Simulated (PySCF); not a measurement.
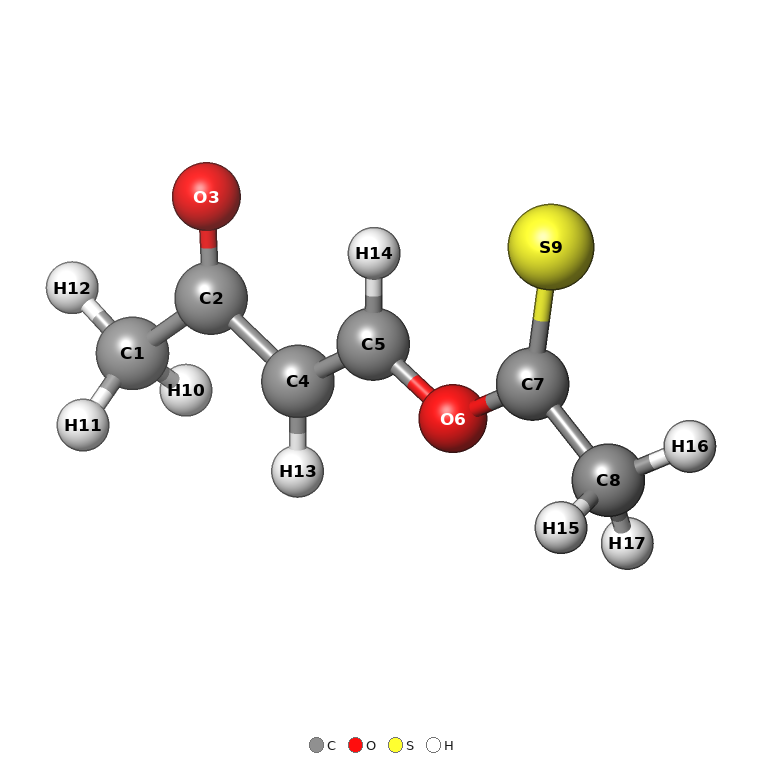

Charge +1, doublet. The geometry was computed by an optimisation with GFN2-xTB. No frequency run is at hand to confirm it as a minimum. Method: UKS B3LYP, pcH-1 on C H O S, non-relativistic (PySCF 2.14.0).

Give the isotropic hyperfine couplings (Fermi-contact term alone) of C1, C2, O3, C4, C5, O6, C7, C8, S9, H10, H11, H12, H13, H14, H15, H16, H17.

```csv
atom,isotope,a_iso (MHz)
C1,13C,14.3
C2,13C,−20.3
O3,17O,−14.1
C4,13C,28.2
C5,13C,9.2
O6,17O,3.9
C7,13C,−16.3
C8,13C,19.8
S9,33S,16.9
H10,1H,1.4
H11,1H,0.4
H12,1H,−2.6
H13,1H,21.1
H14,1H,7.6
H15,1H,−3.1
H16,1H,6.1
H17,1H,16.7
```

The run warned: orbitally degenerate or nearly so: second-order g, spin-orbit hyperfine and D do not apply.
